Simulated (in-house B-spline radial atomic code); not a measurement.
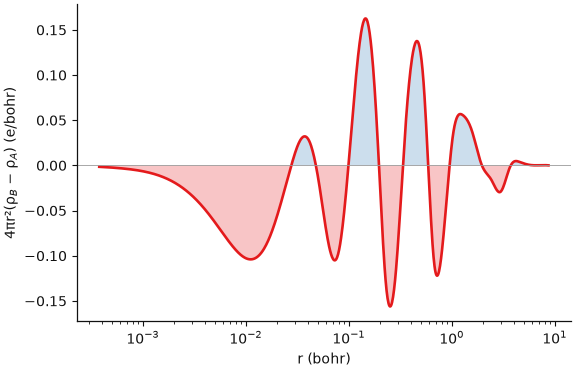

The neutral iodine atom in [Kr] 4d10 5s2 5p5 (high spin) was computed by two methods: AM05; TPSS. Both runs are scalar-relativistic, spin-polarised and spherical. Computed with an in-house B-spline radial code.

The plot shows the radial density of run B less that of run A; on the logarithmic r axis, areas aren't charges.

A is TPSS and B is AM05.

Where does the charge move between the methods?

B holds 0.075 electrons more than A where the difference is positive (most at r = 0.15 bohr) and as many fewer where it is negative (most at r = 0.25 bohr), out of 53 electrons.
